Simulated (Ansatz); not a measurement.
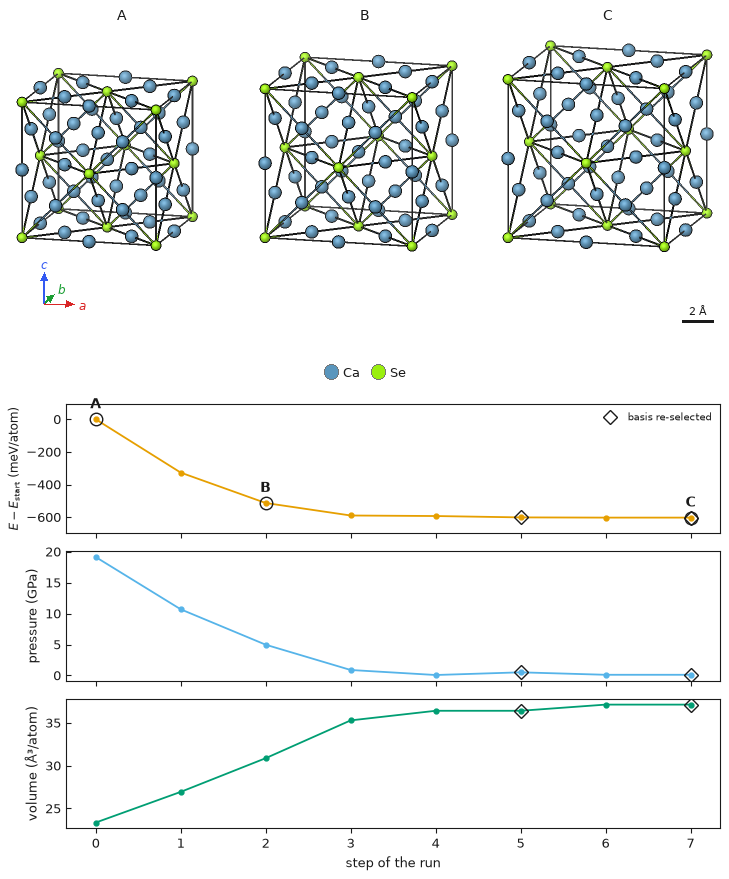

Frames of a relaxation of a crystal of Ca7Se (a generated structure, set up in Fm-3m) (coarse preliminary run), marked on the history of the run. Style: ball-and-stick. Shown: the conventional cell (4 times the calculation's cell), slightly off an axis. Lengths and directions refer to the drawn axes.

Level of theory: Ansatz, DFT PBE, scalar-relativistic, plane waves, PAW. Settings: plane-wave cutoff 420 eV; k-point mesh 4 × 4 × 4; occupations gaussian; smearing width 0.1 eV; no spin polarisation; cell and atoms relaxed; force threshold 0.04 eV/Å; at most 70 steps.

Describe the path.

The energy falls by 603 meV per atom in 5 accepted moves (7 points after the start). All forces vanish by symmetry, so only the cell relaxes. The pressure goes from 19.14 to 0.11 GPa. The SCF was repeated twice at an unchanged geometry on a basis and grid sized afresh for the cell, which shifted the energy by 8.4 meV per atom at most. The atoms keep their places relative to the cell (all moves are under 0.005 Å). The volume changes by +59.0 %, with a = b = c 9.075 → 10.592 Å (+16.7 %). Some distances before and after: Ca–Ca 3.209 → 3.745 Å, Ca–Se 3.209 → 3.745 Å. The space group stays Fm-3m (No. 225). From step 0 to 2: volume +32.2 %, energy −513 meV per atom. From step 2 to 7: volume +20.3 %, energy −89.6 meV per atom.

| step | E − E(0), meV/atom | pressure, GPa | volume, Å³/atom | note |
| --- | --- | --- | --- | --- |
| 0 | 0.00 | 19.14 | 23.356 |  |
| 1 | -326.69 | 10.69 | 26.941 |  |
| 2 | -513.11 | 4.97 | 30.875 |  |
| 3 | -589.70 | 0.88 | 35.290 |  |
| 4 | -592.97 | 0.07 | 36.413 |  |
| 5 | -601.32 | 0.50 | 36.413 | same geometry, new basis |
| 6 | -602.65 | 0.11 | 37.134 |  |
| 7 | -602.68 | 0.11 | 37.134 | same geometry, new basis |
